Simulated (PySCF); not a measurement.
FH7Si2, SMILES `[SiH4].[SiH3]F`.

Computed with PySCF, B3LYP/6-311+G**, geometry: GFN2-xTB.

Input

```python
import numpy as np
from pyscf import gto, scf, dft
from pyscf.scf import atom_ks, atom_hf
from scipy.linalg import block_diag
from pyscf.dispersion import dftd3

def solve(mol, dm0=None, hcore=None):
    mf = (dft.UKS if mol.spin else dft.RKS)(mol, xc='b3lyp')
    mf.grids.level = 3
    mf = mf.density_fit(auxbasis='def2-universal-jkfit')
    mf.conv_tol, mf.max_cycle = 1e-8, 80
    if hcore is not None:
        mf.get_hcore = lambda *args: hcore
    mf.kernel(dm0)
    if not mf.converged:
        mf = mf.newton().run(mf.mo_coeff, mf.mo_occ, max_cycle=30)
    assert mf.converged, 'SCF not converged'
    return mf

mol = gto.M(atom='''
Si    -2.34017     0.03640    -0.00052
H     -3.78435    -0.12096    -0.16979
H     -1.64407    -0.92176    -0.85175
H     -1.99745    -0.18325     1.40257
H     -1.96588     1.39980    -0.37865
Si     1.72255     0.47545    -0.00036
F      1.40220    -1.09770     0.00169
H      1.03035     1.01192     1.15953
H      1.21608     0.96940    -1.27027
H      3.17220     0.55814     0.10546
''', basis='6-311+g**', charge=0, spin=0, verbose=4)
mol_a = gto.M(atom='''
Si    -2.34017     0.03640    -0.00052
H     -3.78435    -0.12096    -0.16979
H     -1.64407    -0.92176    -0.85175
H     -1.99745    -0.18325     1.40257
H     -1.96588     1.39980    -0.37865
ghost-Si     1.72255     0.47545    -0.00036
ghost-F      1.40220    -1.09770     0.00169
ghost-H      1.03035     1.01192     1.15953
ghost-H      1.21608     0.96940    -1.27027
ghost-H      3.17220     0.55814     0.10546
''', basis='6-311+g**', charge=0, spin=0, verbose=4)
mol_b = gto.M(atom='''
ghost-Si    -2.34017     0.03640    -0.00052
ghost-H     -3.78435    -0.12096    -0.16979
ghost-H     -1.64407    -0.92176    -0.85175
ghost-H     -1.99745    -0.18325     1.40257
ghost-H     -1.96588     1.39980    -0.37865
Si     1.72255     0.47545    -0.00036
F      1.40220    -1.09770     0.00169
H      1.03035     1.01192     1.15953
H      1.21608     0.96940    -1.27027
H      3.17220     0.55814     0.10546
''', basis='6-311+g**', charge=0, spin=0, verbose=4)
ab, a, b = solve(mol), solve(mol_a), solve(mol_b)
e_int = ab.e_tot - a.e_tot - b.e_tot
print('counterpoise-corrected interaction energy / kcal/mol', e_int * 627.5095)
def disp(atoms, charge):
    m = gto.M(atom=atoms, charge=charge, basis='sto-3g', spin=None, unit='Bohr', verbose=0)
    return dftd3.DFTD3Dispersion(m, xc='b3lyp', version='d3bj').get_dispersion()['energy']
e_disp = disp(mol._atom, mol.charge) - disp(mol._atom[:5], mol_a.charge) - disp(mol._atom[5:], mol_b.charge)
print('D3(BJ) part / kcal/mol', e_disp * 627.5095)
# spherically averaged free atoms, for the promolecule
atm = atom_ks.get_atm_nrks(mol, xc='b3lyp')
pro = block_diag(*[(atm[a[0]][2] * atm[a[0]][3]) @ atm[a[0]][2].T for a in mol._atom])
np.savez('result.npz', e_int=e_int, e_disp=e_disp, dm_a=a.make_rdm1(), dm_b=b.make_rdm1(), c=ab.mo_coeff, occ=ab.mo_occ, eps=ab.mo_energy, pro=pro, d=[f.dip_moment(verbose=0) for f in (ab, a, b)])
```

Command:

```sh
OMP_NUM_THREADS=1 python input.py
```

The run took 57 s on 1 thread of Intel(R) Xeon(R) Processor @ 2.50GHz (Skylake/Cascade Lake) (shared host), peak memory 0.58 GiB.

Partitions, critical points and surface values were worked out afterwards from this run's density.

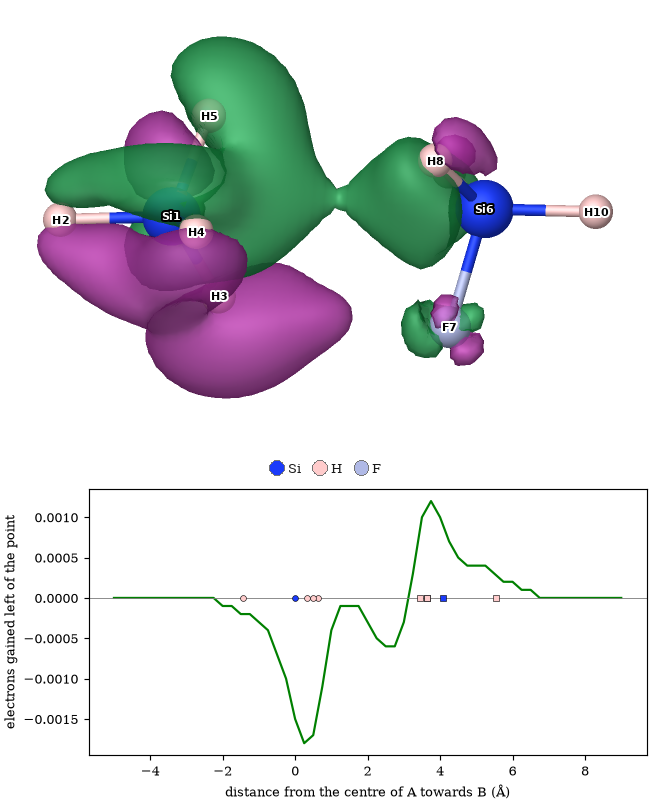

Density of the complex less the densities of the two fragments at the same geometry, ±0.0004 e/Å³ (green: gain, purple: loss). Fragment A: SiH4 (atoms 1–5); fragment B: SiH3F. Below: the charge-displacement curve along the line of centres (A on the left).

How is the density rearranged on binding?

Answer. Hirshfeld charges show almost no net transfer (under 0.005 e). 0.02 e is displaced in all, which induces a dipole of 0.11 D.

What is the interaction energy, and which contacts carry it?

Answer. The counterpoise-corrected interaction energy of the frozen fragments is +0.9 kcal/mol without dispersion correction and −1.0 kcal/mol with D3(BJ). The pair geometry is semi-empirical, not a minimum at this level. Contacts: H3···F7, 3.17 Å, ρ = 0.003 a.u.; H5···H8, H···H contact, 3.39 Å, ρ = 0.002 a.u., a bond path close to vanishing (ellipticity 1.6). The pose is a local one from a semi-empirical search, not shown to be the most stable.
